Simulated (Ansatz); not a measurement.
Run report: C₂H₁₁AlOSi₂, geometry relaxation (part 2 of 3)

The same run, continued: C₂H₁₁AlOSi₂; RKS B3LYP-D4/6-31G (Ansatz 0.2.0). It belongs to a series of runs on one base structure; here: end point B relaxed.

Geometry of the input (Å):
```
C  -1.9884  -0.7935  0.8183
O  -0.7548  -1.0660  1.2781
Si 0.3255  -1.0183  -0.0642
C  1.8714  -2.1382  0.3152
Al 1.1770  1.1689  -0.3590
Si -0.3092  2.9440  -0.8862
H  -2.3711  -1.5048  0.0798
H  -2.0344  0.2907  0.3616
H  -2.7342  -0.7441  1.7079
H  -0.2304  -1.4910  2.0023
H  2.5059  -2.1193  -0.5046
H  1.4465  -3.1777  0.4712
H  2.2540  -1.7853  1.2313
H  2.7101  1.4831  -0.1624
H  0.0921  3.5102  -2.1628
H  -1.6709  2.4384  -0.9832
H  -0.2513  3.9803  0.1690
```

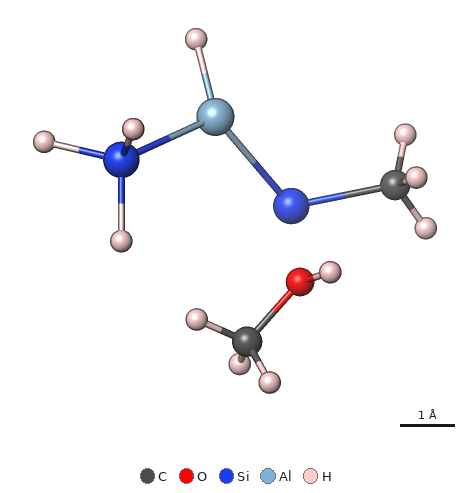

Figure 1. The geometry at step 11 of the log (ball-and-stick view, seen at a tilt).

### Trajectory as extended XYZ, continued
```
17
Properties=species:S:1:pos:R:3:forces:R:3 step=3 energy=-26649.02563
C    -2.1388   -0.7961    0.8694   -0.0761  -0.4012   0.0723
O    -0.7454   -1.1907    1.0999    0.3222  -0.1853   0.3247
Si    0.4736   -1.0752   -0.3916    0.8268  -0.1148  -0.5554
C     1.8505   -2.2356    0.4356    0.2032   0.1105  -0.3202
Al    1.3158    1.2536   -0.2415    0.1867   0.0139  -0.0882
Si   -0.2820    3.0496   -0.8658   -0.0727   0.1719   0.0883
H    -2.5576   -1.5133    0.1610   -0.0694   0.0365   0.0702
H    -2.0995    0.1871    0.4229   -0.0595   0.3498  -0.0974
H    -2.6969   -0.7773    1.7986   -0.0021  -0.0479   0.2503
H    -0.3842   -1.5438    1.9367   -0.7206   0.2114   0.0094
H     2.6523   -2.2569   -0.3381   -0.2709  -0.0464   0.3927
H     1.4883   -3.2634    0.5479    0.0015  -0.0635  -0.0076
H     2.3182   -1.9106    1.3766   -0.1424   0.0220  -0.0990
H     2.9050    1.5979   -0.4697   -0.1948   0.0319  -0.0542
H     0.0077    3.7111   -2.2003   -0.0185  -0.0331   0.0653
H    -1.7169    2.5557   -0.9715    0.0742  -0.0092   0.0157
H    -0.3523    4.1855    0.1422    0.0124  -0.0465  -0.0670
17
Properties=species:S:1:pos:R:3:forces:R:3 step=4 energy=-26649.17646
C    -2.1465   -0.8000    0.8608    0.3185  -0.2373   0.0808
O    -0.7301   -1.2034    1.0365   -0.1619  -0.0852   0.1980
Si    0.5783   -1.1165   -0.4849    0.1856  -0.1442  -0.0214
C     1.8586   -2.2954    0.4562    0.5800   0.3080  -0.0433
Al    1.3299    1.2628   -0.3238    0.1850  -0.0016   0.0125
Si   -0.2866    3.0977   -0.8248   -0.0964  -0.0425  -0.0237
H    -2.6124   -1.5186    0.1843   -0.0024   0.0348   0.0502
H    -2.1331    0.1914    0.4173   -0.0723   0.1425  -0.0195
H    -2.6338   -0.7922    1.8364   -0.0230   0.0167  -0.0133
H    -0.4462   -1.4939    1.9273   -0.2055   0.1509  -0.2639
H     2.7681   -2.3063   -0.1922   -0.4063   0.0105   0.3473
H     1.5069   -3.3314    0.5188   -0.1047   0.0376  -0.0088
H     2.1884   -1.9553    1.4586   -0.1590  -0.1428  -0.3246
H     2.8814    1.6792   -0.6279   -0.0984   0.0020  -0.0583
H    -0.0150    3.7481   -2.1687   -0.0194  -0.0263   0.0651
H    -1.7097    2.5681   -0.9288    0.0481   0.0617   0.0357
H    -0.3602    4.2432    0.1673    0.0319  -0.0848  -0.0127
17
Properties=species:S:1:pos:R:3:forces:R:3 step=5 energy=-26649.22827
C    -2.1465   -0.7703    0.8210    0.0963  -0.0731  -0.0684
O    -0.7434   -1.1888    0.9922    0.0021  -0.0328   0.0236
Si    0.6170   -1.1467   -0.5070    0.1355  -0.1208  -0.0415
C     1.8798   -2.2803    0.4950    0.1677   0.0338   0.0079
Al    1.3754    1.2048   -0.3945   -0.0411   0.2671  -0.0090
Si   -0.2983    3.0344   -0.7680    0.0020  -0.1159  -0.0133
H    -2.6196   -1.4827    0.1446   -0.0312   0.0346   0.0048
H    -2.1361    0.2273    0.3851   -0.0561   0.0600  -0.0075
H    -2.6380   -0.7653    1.7947   -0.0037   0.0049   0.0018
H    -0.4764   -1.4310    1.8946    0.0047   0.0363   0.0388
H     2.8144   -2.2959   -0.0979   -0.2127   0.0254   0.1482
H     1.5120   -3.3114    0.5411    0.0014  -0.0213   0.0277
H     2.1482   -1.9440    1.5093   -0.0877  -0.0378  -0.1571
H     2.8572    1.7182   -0.8224    0.0124  -0.0648  -0.0442
H    -0.0685    3.7180   -2.0997   -0.0272   0.0007   0.0118
H    -1.7344    2.5392   -0.8276    0.0289   0.0269   0.0425
H    -0.3053    4.1521    0.2518    0.0089  -0.0232   0.0340
17
Properties=species:S:1:pos:R:3:forces:R:3 step=6 energy=-26649.26462
C    -2.1080   -0.7355    0.7628   -0.0814   0.0554  -0.0593
O    -0.7113   -1.1574    0.9421   -0.0332  -0.0384  -0.0142
Si    0.6881   -1.1637   -0.5432   -0.0120  -0.0142   0.0920
C     1.8707   -2.2964    0.5450    0.0299   0.0087  -0.0153
Al    1.3974    1.2088   -0.4730   -0.0042  -0.0195   0.0012
Si   -0.3438    2.9884   -0.7119    0.0722   0.0166  -0.0239
H    -2.5872   -1.4456    0.0894    0.0065   0.0066  -0.0315
H    -2.1126    0.2671    0.3322    0.0160  -0.0272   0.0028
H    -2.6044   -0.7326    1.7347   -0.0065  -0.0073   0.0057
H    -0.4546   -1.3407    1.8612    0.0967   0.0248   0.0112
H     2.8416   -2.3139    0.0279   -0.0331  -0.0259   0.0665
H     1.4912   -3.3245    0.5763    0.0229   0.0123  -0.0047
H     2.0546   -1.9503    1.5709   -0.0221   0.0068  -0.0485
H     2.8590    1.6784   -1.0159   -0.0689   0.0239  -0.0276
H    -0.1701    3.7053   -2.0345   -0.0649   0.0351   0.0293
H    -1.7899    2.5223   -0.7013    0.0718  -0.0428   0.0275
H    -0.2828    4.0677    0.3494    0.0101  -0.0148  -0.0113
17
Properties=species:S:1:pos:R:3:forces:R:3 step=7 energy=-26649.28380
C    -2.0935   -0.7142    0.7085   -0.2680   0.1675  -0.0579
O    -0.7085   -1.1468    0.9100    0.1716  -0.1188   0.0759
Si    0.7262   -1.1963   -0.5454   -0.1038   0.0018   0.0409
C     1.8710   -2.3118    0.5936   -0.1318  -0.0049   0.0364
Al    1.4053    1.1785   -0.5361    0.1903   0.2040  -0.1307
Si   -0.3156    2.9825   -0.6849   -0.1771  -0.0039  -0.0477
H    -2.5711   -1.4207    0.0309    0.0344  -0.0177  -0.0419
H    -2.0941    0.2900    0.2780    0.0480  -0.0654   0.0112
H    -2.6078   -0.7058    1.6718    0.0125  -0.0298   0.0009
H    -0.4463   -1.2616    1.8407    0.0418   0.0429  -0.0608
H     2.8648   -2.3288    0.1342    0.0908  -0.0222  -0.0085
H     1.4914   -3.3400    0.6188    0.0322   0.0201  -0.0153
H     1.9912   -1.9525    1.6222    0.0232   0.0196   0.0253
H     2.8066    1.6908   -1.2041   -0.0709  -0.1059   0.0324
H    -0.3227    3.7794   -1.9868    0.0170  -0.1353   0.1930
H    -1.7274    2.4167   -0.5615    0.0700   0.0957  -0.0112
H    -0.2315    4.0179    0.4223    0.0198  -0.0476  -0.0419
17
Properties=species:S:1:pos:R:3:forces:R:3 step=8 energy=-26649.30009
C    -2.0929   -0.6985    0.6593   -0.3081   0.1827  -0.0563
O    -0.7127   -1.1338    0.8870    0.3003  -0.0605   0.1902
Si    0.7505   -1.1914   -0.5412   -0.0536  -0.0312  -0.0277
C     1.8681   -2.2974    0.6351   -0.1208  -0.0061   0.0422
Al    1.4573    1.1759   -0.6414    0.0673   0.0674   0.0375
Si   -0.3290    2.9311   -0.6205   -0.0812   0.1360  -0.1619
H    -2.5570   -1.4042   -0.0286    0.0584  -0.0227  -0.0321
H    -2.0869    0.3064    0.2305    0.0385  -0.0782   0.0214
H    -2.6269   -0.6923    1.6126    0.0271  -0.0413  -0.0124
H    -0.4498   -1.1890    1.8261   -0.0167   0.0491  -0.1682
H     2.8792   -2.3191    0.2141    0.0589  -0.0005  -0.0098
H     1.4879   -3.3252    0.6567    0.0254   0.0184  -0.0069
H     1.9501   -1.9292    1.6659    0.0254   0.0163  -0.0089
H     2.8293    1.6591   -1.3950   -0.1756  -0.0758   0.0491
H    -0.4006    3.7563   -1.9049   -0.0015  -0.1154   0.2101
H    -1.7417    2.3799   -0.4438    0.1394   0.0413  -0.0026
H    -0.1869    3.9490    0.5003    0.0169  -0.0795  -0.0639
17
Properties=species:S:1:pos:R:3:forces:R:3 step=9 energy=-26649.31917
C    -2.1043   -0.7322    0.6176    0.0353   0.0557   0.0290
O    -0.7047   -1.1018    0.9005   -0.0205  -0.1035  -0.1577
Si    0.7368   -1.1879   -0.5366    0.0657  -0.0410   0.2129
C     1.8535   -2.2783    0.6618    0.0450  -0.0222  -0.0722
Al    1.4617    1.1728   -0.6222   -0.0265  -0.0245  -0.2233
Si   -0.2994    2.9379   -0.5810    0.0070   0.0289   0.0079
H    -2.4816   -1.4367   -0.1244    0.0824   0.0118   0.0308
H    -2.1121    0.2841    0.2245   -0.1045   0.0271   0.0093
H    -2.6791   -0.8007    1.5438   -0.0015  -0.0080  -0.0387
H    -0.4409   -1.0609    1.8347   -0.0133   0.0572   0.0666
H     2.8634   -2.3166    0.2332    0.0080  -0.0040  -0.0025
H     1.4735   -3.3044    0.7096   -0.0136  -0.0007   0.0058
H     1.9561   -1.8885    1.6828   -0.0387   0.0246  -0.0271
H     2.7300    1.5940   -1.5556   -0.0257  -0.0184   0.1027
H    -0.4164    3.7467   -1.8535    0.0085  -0.0004   0.0046
H    -1.6970    2.3965   -0.3457   -0.0066  -0.0062   0.0257
H    -0.1018    3.9532    0.5229   -0.0010   0.0235   0.0262
17
Properties=species:S:1:pos:R:3:forces:R:3 step=10 energy=-26649.33425
C    -2.1094   -0.7353    0.5863    0.0754  -0.0435   0.0368
O    -0.7020   -1.0666    0.8981   -0.0164  -0.0996   0.0684
Si    0.7458   -1.2080   -0.5263    0.0199  -0.0257   0.1102
C     1.8627   -2.2860    0.6825    0.0627   0.0323  -0.0149
Al    1.4431    1.1555   -0.6797    0.0817  -0.0064  -0.1608
Si   -0.2992    2.9414   -0.5540    0.0323  -0.0327   0.0266
H    -2.4378   -1.4461   -0.1762    0.0970   0.0837   0.0911
H    -2.1425    0.2858    0.2065   -0.1004   0.0142   0.0091
H    -2.7058   -0.8402    1.4976    0.0461  -0.0030  -0.0862
H    -0.4427   -0.9654    1.8342   -0.1025   0.0525  -0.1480
H     2.8748   -2.3366    0.2576   -0.0416   0.0101  -0.0058
H     1.4768   -3.3089    0.7478   -0.0173   0.0080  -0.0001
H     1.9639   -1.8776    1.6970   -0.0290   0.0000  -0.0382
H     2.7106    1.5620   -1.6300   -0.1012  -0.0214   0.1148
H    -0.4557    3.7558   -1.8156   -0.0091   0.0281  -0.0177
H    -1.6876    2.4022   -0.2663   -0.0133   0.0007   0.0123
H    -0.0573    3.9453    0.5530    0.0159   0.0028   0.0024
17
Properties=species:S:1:pos:R:3:forces:R:3 step=11 energy=-26649.34359
C    -2.1261   -0.7588    0.5461    0.0767  -0.1684   0.0447
O    -0.7073   -1.0225    0.8971    0.0072   0.0588   0.5424
Si    0.7421   -1.2347   -0.5166   -0.0002  -0.0269   0.0089
C     1.8703   -2.2776    0.7096    0.0479   0.0505   0.0503
Al    1.4297    1.1216   -0.7587    0.1093   0.0455  -0.1058
Si   -0.2871    2.9305   -0.5296    0.0129  -0.0199   0.0839
H    -2.3740   -1.4773   -0.2464    0.1030   0.2363   0.2101
H    -2.2137    0.2701    0.1899   -0.0550  -0.0729   0.0124
H    -2.7501   -0.9283    1.4338    0.1517   0.0124  -0.1747
H    -0.4545   -0.8120    1.8296   -0.2672  -0.0669  -0.6465
H     2.8799   -2.3445    0.2785   -0.0777   0.0172   0.0021
H     1.4789   -3.2963    0.8099    0.0029   0.0347   0.0009
H     1.9766   -1.8351    1.7102   -0.0136  -0.0368  -0.0664
H     2.6923    1.5328   -1.7178   -0.1517  -0.0369   0.1117
H    -0.5134    3.7784   -1.7604    0.0049   0.0103   0.0103
H    -1.6721    2.4284   -0.1471    0.0634   0.0018  -0.0097
H     0.0665    3.9027    0.5844   -0.0145  -0.0387  -0.0746
17
Properties=species:S:1:pos:R:3:forces:R:3 step=12 energy=-26649.35449
C    -2.1334   -0.7715    0.5471    0.0699  -0.1182   0.0486
O    -0.7141   -1.0196    0.8952   -0.0068   0.0609   0.3907
Si    0.7284   -1.2364   -0.5243    0.0160  -0.0354   0.0171
C     1.8649   -2.2628    0.7065    0.0320   0.0179   0.0300
Al    1.4358    1.1139   -0.7584    0.0831   0.0486  -0.0907
Si   -0.2694    2.9242   -0.5205    0.0010   0.0088   0.0498
H    -2.3714   -1.4863   -0.2478    0.0727   0.1675   0.1451
H    -2.2382    0.2569    0.1961   -0.0452  -0.0413   0.0061
H    -2.7520   -0.9547    1.4335    0.1007   0.0032  -0.1299
H    -0.4620   -0.7793    1.8161   -0.1945  -0.0550  -0.4700
H     2.8685   -2.3338    0.2642   -0.0455   0.0089   0.0053
H     1.4748   -3.2802    0.8214    0.0056   0.0246   0.0053
H     1.9812   -1.8101    1.7006   -0.0130  -0.0270  -0.0525
H     2.6950    1.5298   -1.7100   -0.0966  -0.0324   0.0787
H    -0.5015    3.7680   -1.7536   -0.0093  -0.0082   0.0032
H    -1.6464    2.4080   -0.1331    0.0342   0.0187  -0.0037
H     0.0778    3.9114    0.5794   -0.0043  -0.0414  -0.0332
17
Properties=species:S:1:pos:R:3:forces:R:3 step=13 energy=-26649.34200 accepted=F
C    -2.1242   -0.7473    0.5302   -0.0927  -0.1490  -0.1712
O    -0.7265   -1.0273    0.8664    0.1865   0.4367   0.2307
Si    0.7386   -1.2849   -0.5410   -0.0750   0.0418  -0.0134
C     1.8618   -2.2510    0.7392   -0.0334  -0.0170  -0.0526
Al    1.4292    1.0770   -0.8134   -0.0099  -0.1012   0.0530
Si   -0.2594    2.8751   -0.4946   -0.0402   0.0218  -0.0398
H    -2.3013   -1.3546   -0.3470   -0.2724  -0.0722  -0.2267
H    -2.2917    0.3117    0.3167    0.1346  -0.0617   0.0083
H    -2.7158   -1.0837    1.3742   -0.3608  -0.0589   0.0749
H    -0.5038   -0.6104    1.7174    0.3607  -0.0793   0.0846
H     2.8601   -2.3110    0.2936    0.1308  -0.0451   0.0255
H     1.4883   -3.2700    0.8788   -0.0068  -0.0112  -0.0060
H     1.9616   -1.7730    1.7182    0.0168   0.0406   0.0297
H     2.6636    1.5019   -1.7616    0.0529   0.0193  -0.0470
H    -0.5620    3.7218   -1.7093    0.0040   0.0073  -0.0022
H    -1.6115    2.3535   -0.0484   -0.0237  -0.0014   0.0227
H     0.1308    3.8497    0.5929    0.0284   0.0295   0.0295
17
Properties=species:S:1:pos:R:3:forces:R:3 step=14 energy=-26649.36749
C    -2.1257   -0.7612    0.5338    0.0318  -0.0196   0.0529
O    -0.7055   -0.9764    0.8778   -0.0338  -0.0262   0.1440
Si    0.7331   -1.2632   -0.5375   -0.0242  -0.0050   0.0352
C     1.8623   -2.2638    0.7195    0.0092   0.0048   0.0229
Al    1.4262    1.0872   -0.7787    0.0824   0.0597  -0.0782
Si   -0.2702    2.8990   -0.5046   -0.0127   0.0008   0.0256
H    -2.3275   -1.4353   -0.2999    0.0319   0.0628   0.0508
H    -2.2751    0.2798    0.2380   -0.0171  -0.0546   0.0146
H    -2.7399   -1.0214    1.4010    0.0324   0.0024  -0.0706
H    -0.4540   -0.6875    1.7773   -0.0898  -0.0026  -0.1900
H     2.8647   -2.3478    0.2792   -0.0123  -0.0042  -0.0016
H     1.4667   -3.2759    0.8570    0.0093   0.0094  -0.0028
H     1.9785   -1.7916    1.7028   -0.0053  -0.0033  -0.0216
H     2.6742    1.5185   -1.7242   -0.0259  -0.0040   0.0218
H    -0.5355    3.7434   -1.7306   -0.0013  -0.0157  -0.0016
H    -1.6367    2.3872   -0.0819    0.0123   0.0125   0.0010
H     0.1022    3.8863    0.5832    0.0132  -0.0170  -0.0025
17
Properties=species:S:1:pos:R:3:forces:R:3 step=15 energy=-26649.37381
C    -2.1438   -0.7820    0.5319   -0.0880   0.0137  -0.0048
O    -0.7273   -0.9711    0.8850    0.1024   0.0920   0.0923
Si    0.7234   -1.2514   -0.5258    0.0304  -0.0439  -0.0643
C     1.8598   -2.2453    0.7291   -0.0261  -0.0170   0.0040
Al    1.4574    1.0875   -0.8293   -0.0882  -0.0428   0.1253
Si   -0.2536    2.8741   -0.4871    0.0284   0.0274  -0.0610
H    -2.3056   -1.4169   -0.3386   -0.0067   0.0270   0.0164
H    -2.3294    0.2670    0.2845    0.0041  -0.0776   0.0159
H    -2.7621   -1.1096    1.3728    0.0282   0.0067  -0.0674
H    -0.4860   -0.5994    1.7541   -0.0136  -0.0126  -0.0557
H     2.8561   -2.3369    0.2777    0.0062   0.0045  -0.0061
H     1.4625   -3.2548    0.8779    0.0002   0.0047   0.0018
H     1.9867   -1.7671    1.7066    0.0030   0.0158   0.0069
H     2.6966    1.5322   -1.7677    0.0019  -0.0012  -0.0325
H    -0.5409    3.7066   -1.7164   -0.0176   0.0264   0.0207
H    -1.6169    2.3869   -0.0293    0.0282  -0.0386   0.0102
H     0.1609    3.8578    0.5869    0.0072   0.0157  -0.0017
17
Properties=species:S:1:pos:R:3:forces:R:3 step=16 energy=-26649.38081
C    -2.1516   -0.7996    0.5180   -0.1487  -0.0429  -0.0363
O    -0.7293   -0.9335    0.8709    0.0872   0.1684   0.2017
Si    0.7241   -1.2646   -0.5328   -0.0006  -0.0133  -0.0230
C     1.8524   -2.2390    0.7442   -0.0058  -0.0043   0.0238
Al    1.4586    1.0751   -0.8434   -0.0506   0.0246   0.0225
Si   -0.2294    2.8801   -0.4885   -0.0298  -0.0444  -0.0012
H    -2.2729   -1.4103   -0.3785   -0.0266   0.0673   0.0684
H    -2.3925    0.2481    0.3081    0.0462  -0.1250   0.0159
H    -2.7592   -1.1926    1.3412    0.0693   0.0392  -0.1107
H    -0.4972   -0.5046    1.7186   -0.0176  -0.0815  -0.1544
H     2.8448   -2.3540    0.2884    0.0003  -0.0015   0.0083
H     1.4442   -3.2397    0.9231    0.0030   0.0194  -0.0096
H     1.9897   -1.7347    1.7076    0.0038  -0.0038  -0.0148
H     2.6845    1.5238   -1.7954    0.0387  -0.0212  -0.0358
H    -0.6037    3.7272   -1.6880    0.0279  -0.0344   0.0573
H    -1.5532    2.3458    0.0371    0.0215   0.0311   0.0032
H     0.2282    3.8501    0.5818   -0.0182   0.0225  -0.0153
17
Properties=species:S:1:pos:R:3:forces:R:3 step=17 energy=-26649.38601
C    -2.1535   -0.8124    0.5064   -0.0308  -0.0148   0.0046
O    -0.7236   -0.8923    0.8540   -0.0221   0.1078   0.1332
Si    0.7259   -1.2710   -0.5452   -0.0184   0.0217   0.0302
C     1.8461   -2.2328    0.7488    0.0080  -0.0106   0.0204
Al    1.4607    1.0677   -0.8485    0.0025  -0.0161  -0.0156
Si   -0.2211    2.8695   -0.4645   -0.0616   0.0404   0.0131
H    -2.2531   -1.4169   -0.3942   -0.0191   0.0195   0.0017
H    -2.4352    0.2256    0.3080    0.0416  -0.0636   0.0016
H    -2.7436   -1.2368    1.3232    0.0345   0.0135  -0.0310
H    -0.4968   -0.4356    1.6875   -0.0243  -0.0679  -0.1332
H     2.8353   -2.3694    0.2913   -0.0026  -0.0055   0.0138
H     1.4259   -3.2244    0.9493    0.0078   0.0175  -0.0105
H     1.9934   -1.7104    1.7010    0.0000  -0.0092  -0.0199
H     2.6862    1.4951   -1.8131    0.0139   0.0169  -0.0208
H    -0.6141    3.7045   -1.6669    0.0149  -0.0493   0.0467
H    -1.5390    2.3514    0.0960    0.0483   0.0071  -0.0201
H     0.2442    3.8656    0.5792    0.0072  -0.0076  -0.0144
17
Properties=species:S:1:pos:R:3:forces:R:3 step=18 energy=-26649.38988
C    -2.1648   -0.8328    0.4953    0.0670   0.0100   0.0268
O    -0.7304   -0.8505    0.8429   -0.0761   0.0369   0.0281
Si    0.7240   -1.2638   -0.5454   -0.0167   0.0211   0.0245
C     1.8395   -2.2240    0.7548   -0.0013  -0.0093   0.0015
Al    1.4735    1.0675   -0.8632    0.0322  -0.0169  -0.0099
Si   -0.2006    2.8659   -0.4393   -0.0434   0.0282   0.0042
H    -2.2387   -1.4380   -0.4062   -0.0045   0.0005  -0.0237
H    -2.4872    0.1924    0.2998    0.0212  -0.0229  -0.0085
H    -2.7370   -1.2835    1.3090    0.0201   0.0018   0.0163
H    -0.5151   -0.3533    1.6539   -0.0299  -0.0323  -0.0670
H     2.8252   -2.3774    0.2953   -0.0025  -0.0007   0.0046
H     1.4087   -3.2080    0.9666    0.0012   0.0003  -0.0033
H     1.9960   -1.6937    1.6999    0.0002   0.0037   0.0051
H     2.6917    1.4902   -1.8412   -0.0039   0.0151  -0.0100
H    -0.6372    3.6724   -1.6453    0.0011  -0.0332   0.0460
H    -1.4935    2.3287    0.1614    0.0467   0.0286  -0.0099
H     0.2839    3.8853    0.5741   -0.0114  -0.0309  -0.0249
```
